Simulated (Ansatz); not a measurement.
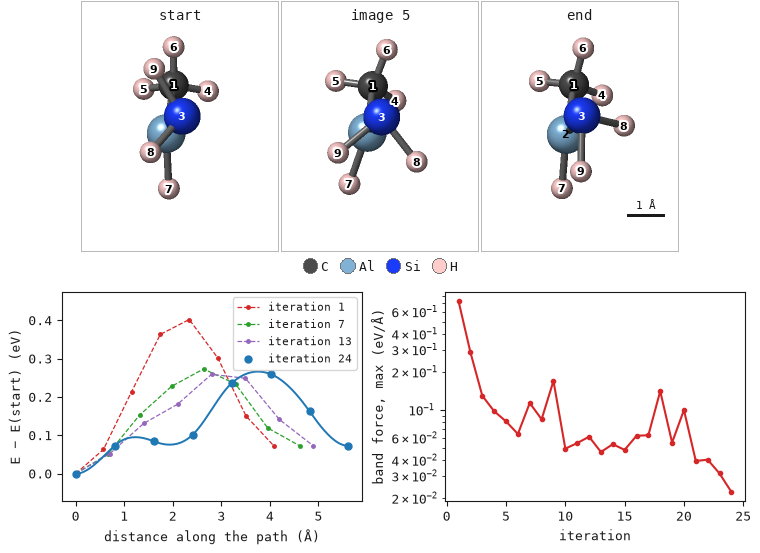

A search for the minimum-energy path of CH6AlSi (charge −1) by the nudged elastic band. Images are numbered from 0 (start) to 7 (end). The plot follows the band through its iterations. The picture is a ball-and-stick view, seen from a free direction.

Theory: RKS PBE-D4/def2-SVP (Ansatz 0.2.0).

Input file:
```yaml
crystal:
  periodic: [false, false, false]
  atoms:
    - { symbol: C, position_ang: [-0.81992, 1.2578, -0.728039] }
    - { symbol: Al, position_ang: [0.492946, -0.257774, -0.445979] }
    - { symbol: Si, position_ang: [0.98414, -1.23584, 1.67317] }
    - { symbol: H, position_ang: [-0.294758, 2.234009, -0.845872] }
    - { symbol: H, position_ang: [-1.411056, 1.110442, -1.661735] }
    - { symbol: H, position_ang: [-1.542985, 1.365128, 0.109278] }
    - { symbol: H, position_ang: [1.534768, -0.265525, -1.729185] }
    - { symbol: H, position_ang: [1.459044, -2.666635, 1.349642] }
    - { symbol: H, position_ang: [-0.402189, -1.541584, 2.27871] }
total_charge: -1
basis:
  gaussian: { orbitals: def2-SVP }
hamiltonian:
  xc: pbe
  dispersion: d4
neb:
  order_check: false
  images: 6
  f_tol: 0.03
  max_iterations: 60
  initial_path: idpp
  climbing: false
  final_atoms:
    - { symbol: C, position_ang: [-0.70026824, 1.24421588, -0.65719507] }
    - { symbol: Al, position_ang: [0.16046846, -0.55234471, -0.29584467] }
    - { symbol: Si, position_ang: [-0.09044874, -1.69098664, 1.79491358] }
    - { symbol: H, position_ang: [0.04954769, 2.04513956, -0.85053186] }
    - { symbol: H, position_ang: [-1.34118959, 1.19456319, -1.56828405] }
    - { symbol: H, position_ang: [-1.35066791, 1.58202436, 0.17913139] }
    - { symbol: H, position_ang: [1.28628178, -0.80293865, -1.48213308] }
    - { symbol: H, position_ang: [0.90376999, -0.40255688, 1.54449501] }
    - { symbol: H, position_ang: [1.08249656, -2.61709511, 1.33543873] }
```

Run as
```bash
ansatz run input.yaml --threads 1 --pin off --max-ram 2048MiB --backend cpu --events-out ev --progress --plain --runs-dir out
```

How did the profile develop, and is the result final?

The run is converged, with reservations. The band converged in 24 iterations. The largest component of the band force went from 0.72 to 0.022 eV/Å. No image climbed, so the highest image needn't lie on the saddle point, and the true maximum along this path can be higher. The first iteration put the highest image at 0.402 eV. The highest point, image 5, lies 0.260 eV above the start and 0.187 eV above the end; the end is at +0.073 eV relative to the start.

Limits of the set-up: the basis has no diffuse functions, which an anion needs.
